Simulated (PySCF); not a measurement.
**TPSSh/aug-cc-pVDZ run of C2H5ClSi (SMILES ClC1C[SiH2]1)**

What is the vertical singlet–triplet gap of C2H5ClSi at TPSSh/aug-cc-pVDZ? Input form: a Python script.

The results are computed with PySCF 2.14.0.

## (1) The system as given

C2H5ClSi: 9 atoms, total charge 0, spin state singlet. SMILES: `ClC1C[SiH2]1`. Geometry: relaxed at PBE0-D4/def2-TZVP.

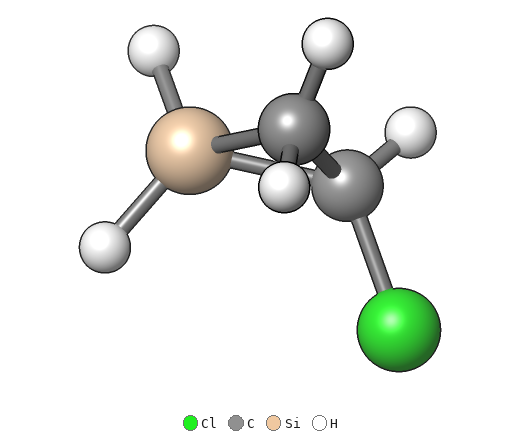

Viewed from a chosen angle; chlorine green, carbon grey, silicon light orange, hydrogen white.

## (2) The energy at TPSSh/aug-cc-pVDZ

calc.py reads:

```python
from pyscf import gto, dft

mol = gto.M(
    atom='''
Cl    -0.610200    -0.416600    -2.254300
C     -0.442600     0.373500    -0.689900
C      0.930400     0.305100    -0.014300
Si    -0.417500    -0.575100     0.903900
H     -0.899600     1.356600    -0.714500
H      1.659300    -0.322300    -0.518200
H      1.345700     1.248900     0.324100
H     -0.452800    -2.048100     0.838700
H     -1.023900     0.031800     2.107300
''',
    verbose=4,
    max_memory=1860,
    spin=0,
    basis='aug-cc-pvdz',
    charge=0,
)

myscf = dft.RKS(mol)
myscf.xc = 'tpssh'
myscf.conv_tol = 1e-10
myscf.grids.level = 4
myscf.kernel()
if not myscf.converged:
    myscf = myscf.newton().run(myscf.mo_coeff, myscf.mo_occ)

e_tot = myscf.e_tot
print('E(%s) = %.9f' % ('TPSSH', e_tot))
```

Started as:

```console
$ OMP_NUM_THREADS=1 python calc.py
```

Log:

```text
PySCF version 2.14.0

[INPUT] num. atoms = 9
[INPUT] num. electrons = 48
[INPUT] charge = 0
[INPUT] spin (= nelec alpha-beta = 2S) = 0
[INPUT] symmetry False subgroup None
[INPUT] Mole.unit = angstrom
[INPUT] Symbol           X                Y                Z      unit          X                Y                Z       unit  Magmom
[INPUT]  1 Cl    -0.610200000000  -0.416600000000  -2.254300000000 AA   -1.153110881210  -0.787259903494  -4.260009602607 Bohr   0.0
[INPUT]  2 C     -0.442600000000   0.373500000000  -0.689900000000 AA   -0.836392782732   0.705812707525  -1.303722053337 Bohr   0.0
[INPUT]  3 C      0.930400000000   0.305100000000  -0.014300000000 AA    1.758201186295   0.576555440605  -0.027023083581 Bohr   0.0
[INPUT]  4 Si    -0.417500000000  -0.575100000000   0.903900000000 AA   -0.788960657006  -1.086781494237   1.708123443994 Bohr   0.0
[INPUT]  5 H     -0.899600000000   1.356600000000  -0.714500000000 AA   -1.699997621659   2.563602460585  -1.350209316002 Bohr   0.0
[INPUT]  6 H      1.659300000000  -0.322300000000  -0.518200000000 AA    3.135622558491  -0.609058729947  -0.979256077750 Bohr   0.0
[INPUT]  7 H      1.345700000000   1.248900000000   0.324100000000 AA    2.543004445827   2.360078956969   0.612460236972 Bohr   0.0
[INPUT]  8 H     -0.452800000000  -2.048100000000   0.838700000000 AA   -0.855667989203  -3.870348075722   1.584913300673 Bohr   0.0
[INPUT]  9 H     -1.023900000000   0.031800000000   2.107300000000 AA   -1.934890578942   0.060093290761   3.982219862296 Bohr   0.0

nuclear repulsion = 202.012907116075
number of shells = 57
number of NR pGTOs = 225
number of NR cGTOs = 145
basis = aug-cc-pvdz
ecp = {}

******** <class 'pyscf.dft.rks.RKS'> ********
method = RKS
initial guess = minao
damping factor = 0
level_shift factor = 0
DIIS = <class 'pyscf.scf.diis.CDIIS'>
diis_start_cycle = 1
diis_space = 8
diis_damp = 0
SCF conv_tol = 1e-10
SCF conv_tol_grad = None
SCF max_cycles = 50
direct_scf = True
direct_scf_tol = 1e-13
XC library pyscf.dft.libxc version 7.0.0
    S. Lehtola, C. Steigemann, M. J.T. Oliveira, and M. A.L. Marques.,  SoftwareX 7, 1–5 (2018)
XC functionals = tpssh
radial grids:
    Treutler-Ahlrichs [JCP 102, 346 (1995); DOI:10.1063/1.469408] (M4) radial grids

becke partition: Becke, JCP 88, 2547 (1988); DOI:10.1063/1.454033
pruning grids: <function nwchem_prune>
grids dens level: 4
symmetrized grids: False
atomic radii adjust function: <function treutler_atomic_radii_adjust>
small_rho_cutoff = 0
Set gradient conv threshold to 1e-05
Initial guess from minao.
tot grids = 193368
init E= -829.222780239773
  HOMO = -0.274958595996843  LUMO = -0.0671404015611894  gap/eV = 5.65502
cycle= 1 E= -828.884807188768  delta_E= 0.338  |g|= 0.344  |ddm|= 3.97
  HOMO = -0.200698627415894  LUMO = -0.0150138706017731  gap/eV = 5.05274
cycle= 2 E= -828.84095989153  delta_E= 0.0438  |g|= 0.502  |ddm|= 1.26
  HOMO = -0.235642118940433  LUMO = -0.024792586261527  gap/eV = 5.73751
cycle= 3 E= -828.917777694351  delta_E= -0.0768  |g|= 0.0757  |ddm|= 0.813
  HOMO = -0.234630617197636  LUMO = -0.0243002098056868  gap/eV = 5.72338
cycle= 4 E= -828.919266740923  delta_E= -0.00149  |g|= 0.0313  |ddm|= 0.142
  HOMO = -0.236085692693556  LUMO = -0.0254778886494611  gap/eV = 5.73093
cycle= 5 E= -828.919511766239  delta_E= -0.000245  |g|= 0.00834  |ddm|= 0.042
  HOMO = -0.235359000022159  LUMO = -0.0250085997761702  gap/eV = 5.72393
cycle= 6 E= -828.919530961689  delta_E= -1.92e-05  |g|= 0.00185  |ddm|= 0.0145
  HOMO = -0.235499873463996  LUMO = -0.0249628968998596  gap/eV = 5.72900
cycle= 7 E= -828.919532070575  delta_E= -1.11e-06  |g|= 0.000418  |ddm|= 0.00307
  HOMO = -0.235504670331464  LUMO = -0.0249763449500668  gap/eV = 5.72877
cycle= 8 E= -828.91953212294  delta_E= -5.24e-08  |g|= 7.81e-05  |ddm|= 0.000683
  HOMO = -0.235497644881304  LUMO = -0.0249743817309467  gap/eV = 5.72863
cycle= 9 E= -828.919532124941  delta_E= -2e-09  |g|= 1.12e-05  |ddm|= 0.00019
  HOMO = -0.235498111977303  LUMO = -0.0249748249984942  gap/eV = 5.72863
cycle= 10 E= -828.91953212498  delta_E= -3.89e-11  |g|= 3.8e-06  |ddm|= 2.57e-05
  HOMO = -0.235498045016513  LUMO = -0.024974413791377  gap/eV = 5.72864
Extra cycle  E= -828.91953212498  delta_E= 2.27e-13  |g|= 3.58e-06  |ddm|= 1.22e-05
converged SCF energy = -828.91953212498
E(TPSSH) = -828.919532125
```

Wall time 61 s (1 thread of Arm Neoverse V2, shared host); peak memory 1 GiB.

## (3) The triplet

job.py reads:

```python
from pyscf import gto, dft

mol = gto.M(
    atom='''
Cl      -0.610200      -0.416600      -2.254300
C       -0.442600       0.373500      -0.689900
C        0.930400       0.305100      -0.014300
Si      -0.417500      -0.575100       0.903900
H       -0.899600       1.356600      -0.714500
H        1.659300      -0.322300      -0.518200
H        1.345700       1.248900       0.324100
H       -0.452800      -2.048100       0.838700
H       -1.023900       0.031800       2.107300
''',
    spin=2,
    verbose=4,
    max_memory=1860,
    basis='aug-cc-pvdz',
    charge=0,
)

calc0 = dft.UKS(mol, xc='tpssh')
calc0.grids.level = 4
calc0.conv_tol = 1e-10
calc0.kernel()
if not calc0.converged:
    calc0 = calc0.newton().run(calc0.mo_coeff, calc0.mo_occ)

energy = calc0.e_tot
print('Final energy', energy)
```

Started as:

```console
$ OMP_NUM_THREADS=1 python job.py
```

Log:

```text
PySCF version 2.14.0

[INPUT] num. atoms = 9
[INPUT] num. electrons = 48
[INPUT] charge = 0
[INPUT] spin (= nelec alpha-beta = 2S) = 2
[INPUT] symmetry False subgroup None
[INPUT] Mole.unit = angstrom
[INPUT] Symbol           X                Y                Z      unit          X                Y                Z       unit  Magmom
[INPUT]  1 Cl    -0.610200000000  -0.416600000000  -2.254300000000 AA   -1.153110881210  -0.787259903494  -4.260009602607 Bohr   0.0
[INPUT]  2 C     -0.442600000000   0.373500000000  -0.689900000000 AA   -0.836392782732   0.705812707525  -1.303722053337 Bohr   0.0
[INPUT]  3 C      0.930400000000   0.305100000000  -0.014300000000 AA    1.758201186295   0.576555440605  -0.027023083581 Bohr   0.0
[INPUT]  4 Si    -0.417500000000  -0.575100000000   0.903900000000 AA   -0.788960657006  -1.086781494237   1.708123443994 Bohr   0.0
[INPUT]  5 H     -0.899600000000   1.356600000000  -0.714500000000 AA   -1.699997621659   2.563602460585  -1.350209316002 Bohr   0.0
[INPUT]  6 H      1.659300000000  -0.322300000000  -0.518200000000 AA    3.135622558491  -0.609058729947  -0.979256077750 Bohr   0.0
[INPUT]  7 H      1.345700000000   1.248900000000   0.324100000000 AA    2.543004445827   2.360078956969   0.612460236972 Bohr   0.0
[INPUT]  8 H     -0.452800000000  -2.048100000000   0.838700000000 AA   -0.855667989203  -3.870348075722   1.584913300673 Bohr   0.0
[INPUT]  9 H     -1.023900000000   0.031800000000   2.107300000000 AA   -1.934890578942   0.060093290761   3.982219862296 Bohr   0.0

nuclear repulsion = 202.012907116075
number of shells = 57
number of NR pGTOs = 225
number of NR cGTOs = 145
basis = aug-cc-pvdz
ecp = {}

******** <class 'pyscf.dft.uks.UKS'> ********
method = UKS
initial guess = minao
damping factor = 0
level_shift factor = 0
DIIS = <class 'pyscf.scf.diis.CDIIS'>
diis_start_cycle = 1
diis_space = 8
diis_damp = 0
SCF conv_tol = 1e-10
SCF conv_tol_grad = None
SCF max_cycles = 50
direct_scf = True
direct_scf_tol = 1e-13
number electrons alpha = 25  beta = 23
XC library pyscf.dft.libxc version 7.0.0
    S. Lehtola, C. Steigemann, M. J.T. Oliveira, and M. A.L. Marques.,  SoftwareX 7, 1–5 (2018)
XC functionals = tpssh
radial grids:
    Treutler-Ahlrichs [JCP 102, 346 (1995); DOI:10.1063/1.469408] (M4) radial grids

becke partition: Becke, JCP 88, 2547 (1988); DOI:10.1063/1.454033
pruning grids: <function nwchem_prune>
grids dens level: 4
symmetrized grids: False
atomic radii adjust function: <function treutler_atomic_radii_adjust>
small_rho_cutoff = 0
Set gradient conv threshold to 1e-05
tot grids = 193368
init E= -829.222780239773
[... the frontier-level lines of each cycle are left out ...]


cycle= 1 E= -828.71646823844  delta_E= 0.506  |g|= 0.211  |ddm|=  3.4


cycle= 2 E= -828.663900275874  delta_E= 0.0526  |g|= 0.336  |ddm|= 1.37


cycle= 3 E= -828.73670712652  delta_E= -0.0728  |g|= 0.118  |ddm|= 1.14


cycle= 4 E= -828.746298420584  delta_E= -0.00959  |g|= 0.048  |ddm|= 0.544


cycle= 5 E= -828.747971042878  delta_E= -0.00167  |g|= 0.0155  |ddm|= 0.158


cycle= 6 E= -828.748198938682  delta_E= -0.000228  |g|= 0.011  |ddm|= 0.0934


cycle= 7 E= -828.748310516805  delta_E= -0.000112  |g|= 0.00411  |ddm|= 0.0554


cycle= 8 E= -828.748380871743  delta_E= -7.04e-05  |g|= 0.00215  |ddm|= 0.0973


cycle= 9 E= -828.748394754906  delta_E= -1.39e-05  |g|= 0.000894  |ddm|= 0.0431


cycle= 10 E= -828.748397870154  delta_E= -3.12e-06  |g|= 0.000344  |ddm|= 0.0203


cycle= 11 E= -828.748398370307  delta_E= -5e-07  |g|= 0.000195  |ddm|= 0.00726


cycle= 12 E= -828.748398472271  delta_E= -1.02e-07  |g|= 7.19e-05  |ddm|= 0.00242


cycle= 13 E= -828.748398493081  delta_E= -2.08e-08  |g|= 3.22e-05  |ddm|= 0.0012


cycle= 14 E= -828.748398495648  delta_E= -2.57e-09  |g|= 1.95e-05  |ddm|= 0.000662


cycle= 15 E= -828.748398495902  delta_E= -2.54e-10  |g|= 1.28e-05  |ddm|= 0.000181


cycle= 16 E= -828.748398496002  delta_E= -1e-10  |g|= 6.05e-06  |ddm|= 0.000106


cycle= 17 E= -828.748398496032  delta_E= -2.96e-11  |g|= 3.48e-06  |ddm|= 5.53e-05


Extra cycle  E= -828.748398495989  delta_E= 4.32e-11  |g|= 8.75e-06  |ddm|= 2.97e-05
converged SCF energy = -828.748398495989  <S^2> = 2.0067546  2S+1 = 3.0044997
Final energy -828.7483984959886
```

Run time: 3.1 min. Hardware: 1 thread of Arm Neoverse V2, shared host; peak memory 1 GiB.

## (4) Summary of results

At TPSSh/aug-cc-pVDZ:

| quantity | value |
| --- | --- |
| singlet: total energy | -828.91953 Eh |
| singlet: dipole moment | 2.05 D |
| singlet: HOMO energy | -6.41 eV |
| singlet: LUMO energy | -0.68 eV |
| singlet: HOMO–LUMO gap | 5.73 eV |
| triplet: total energy | -828.74840 Eh |
| triplet: dipole moment | 2.05 D |
| triplet: HOMO energy (highest over α and β) | -2.22 eV |
| triplet: ⟨S²⟩ | 2.007 |
| vertical energy of the triplet above the singlet | 4.657 eV |

In words: At this shape the triplet lies 4.66 eV (449 kJ/mol) above the singlet. Mulliken charges (triplet) run from -0.63 on Si4 to +0.81 on C3; in a basis this large or diffuse they mean little.
